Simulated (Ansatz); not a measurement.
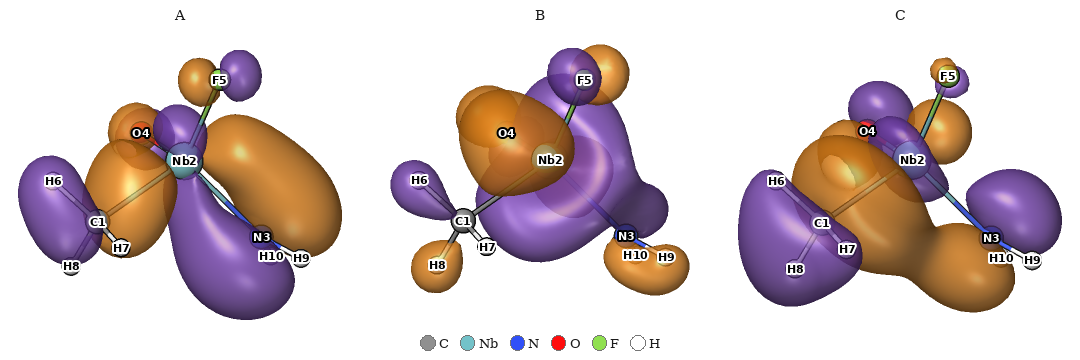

Figure 1: CH₅FNNbO (SMILES [CH3][Nb]([NH2])(=[O])[F]). Three frontier orbitals at ±0.1 Å⁻³ᐟ² (orange and purple are the two phases), in no order.

Geometry: PBE0-D4/def2-TZVP; core potentials replace the inner electrons of Nb.

Theory: Ansatz 0.2.0, RKS PBE0-D4/def2-TZVPP.

```xyz
10

C    -1.5440    0.0119    0.2372
Nb    0.4212    0.5544   -0.4613
N     1.6543   -0.7723    0.2808
O     0.3844    0.2950   -2.1320
F     0.7573    2.3400    0.0335
H    -2.2677    0.7287   -0.1681
H    -1.5999    0.0410    1.3301
H    -1.8314   -0.9855   -0.1036
H     1.9769   -0.7800    1.2394
H     2.1320   -1.4841   -0.2529
```

### Order the three orbitals by energy and name them.

A is the HOMO−1 (−8.70 eV). It lies mainly on N3 (about 45 %), Nb2 (about 20 %) and C1 (about 15 %). C is the HOMO (−8.17 eV). Its weight (Hirshfeld) is mainly on C1 (about 35 %), Nb2 (about 25 %), N3 (about 20 %) and O4 (about 5 %). B is the LUMO (−1.53 eV). Its weight (Hirshfeld) is mainly on Nb2 (about 70 %), F5 (about 5 %), O4 (about 5 %) and N3 (about 5 %).

### What is the HOMO–LUMO gap?

6.64 eV between the orbital energies.
